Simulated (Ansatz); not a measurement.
**Swapping OH for F on Ge: the HOMO–LUMO gap**

Gas-phase molecules. On one Ge centre, n of the OH ligands are replaced by F. The HOMO–LUMO gap y in eV at wB97X-V/def2-TZVPP. Shapes: PBE0-D4/def2-TZVP. Flexible molecules stand in one conformer, not always the lowest. Programs: Ansatz 0.2.0.

| molecule | n | y (eV) |
| --- | --- | --- |
| Ge(OH)3 | 0 | 7.55 |
| Ge(OH)2F | 1 | ? |
| Ge(OH)F2 | 2 | 7.87 |
| GeF3 | 3 | 8.06 |

Q: Fit y = c + s·n to the known rows and predict Ge(OH)2F.

A: 
1. Means of the 3 rows: n = 1.66667, y = 7.827.
2. Σ(Δn)² = 4.6667, Σ(Δn·Δy) = 0.78667, so the slope is 0.78667/4.6667 = 0.16857.
3. Intercept: 7.827 − (0.16857) × 1.66667 = 7.546. The largest residual of the fit is 0.013.
4. Ge(OH)2F: 7.546 + (0.16857) × 1 = 7.71 eV.

The run gave 7.69 eV, so the prediction is off by +0.02 eV, more than the largest residual. The step per swap drifts from +0.14 to +0.19 eV. Other levels give for Ge(OH)2F: SPW92/def2-TZVPP 0.91; PBE0-D4/def2-TZVPP 3.53; wB97M-V/def2-TZVPP 7.48 eV. Orbital gaps aren't excitation energies, and the LUMO depends on the basis. Open shells run unrestricted. Relativity is left out for Ge.

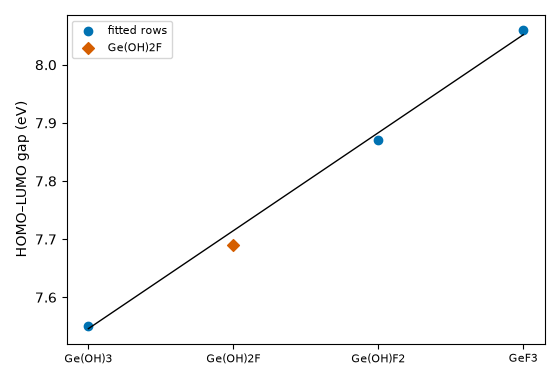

The fitted line, with the withheld member.
